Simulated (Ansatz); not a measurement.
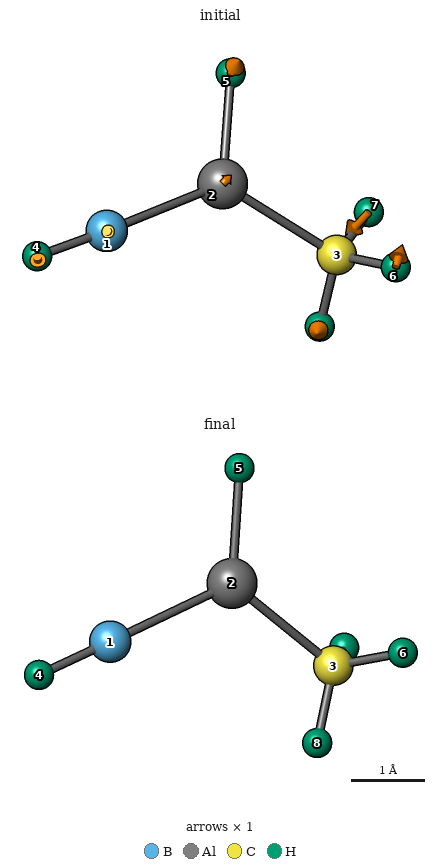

The structure of CH5AlB (multiplicity 2) before (top) and after (bottom) a relaxation, at one scale. The orange arrows give the displacements, at their true length.

A ball-and-stick model, seen at a tilt.

These are results of UKS PBE0-D4/def2-TZVP (Ansatz), not measurements.

Input
```yaml
crystal:
  periodic: [false, false, false]
  atoms:
    - {symbol: B, position_ang: [-1.914300, 0.775680, -1.103250]}
    - {symbol: Al, position_ang: [-0.005020, 0.524530, -0.497820]}
    - {symbol: C, position_ang: [0.799480, -0.703600, 0.859410]}
    - {symbol: H, position_ang: [-2.995940, 0.906140, -1.512600]}
    - {symbol: H, position_ang: [1.135140, 1.379170, -1.165040]}
    - {symbol: H, position_ang: [0.747750, -0.335220, 1.892840]}
    - {symbol: H, position_ang: [1.871220, -0.835090, 0.644750]}
    - {symbol: H, position_ang: [0.361660, -1.711610, 0.881710]}
basis:
  gaussian: {orbitals: def2-TZVP}
magnetization: {spin_polarized: true, initial_magnetization: 1}
hamiltonian: {xc: pbe0, dispersion: d4}
relax: {f_tol: 0.005, max_steps: 200}
```

Launched with:
```bash
ansatz run in.yaml --threads 2 --pin off --events-out ev --progress --plain --max-ram 4352MiB
```

Q: Summarise the run.

A: The largest move after the best rigid fit is that of H7, 0.56 Å. By element the largest moves are H 0.56 Å, B 0.20 Å, Al 0.19 Å, C 0.05 Å. Near-neighbour distances that change, for instance: Al2–C3 1.999 → 1.958 Å, B1–H4 1.164 → 1.189 Å, B1–Al2 2.019 → 2.042 Å, Al2–H5 1.573 → 1.592 Å. Among the angles between lasting bonds that change: C3–Al2–H5 109.3° → 122.3°, B1–Al2–C3 131.3° → 121.5°, Al2–C3–H6 114.4° → 110.4°. Groups turn about Al2–C3 by about 40°. The energy falls by 11.6 kJ/mol in 18 accepted moves (21 points after the start). The largest force component goes from 0.85 to 0.0035 eV/Å. The line search rejected the trial steps at points 3, 10, 17 of the run. Cost: 2.1 min on 2 threads of Intel Xeon Platinum 8175M @ 2.50GHz, with other jobs on the host.
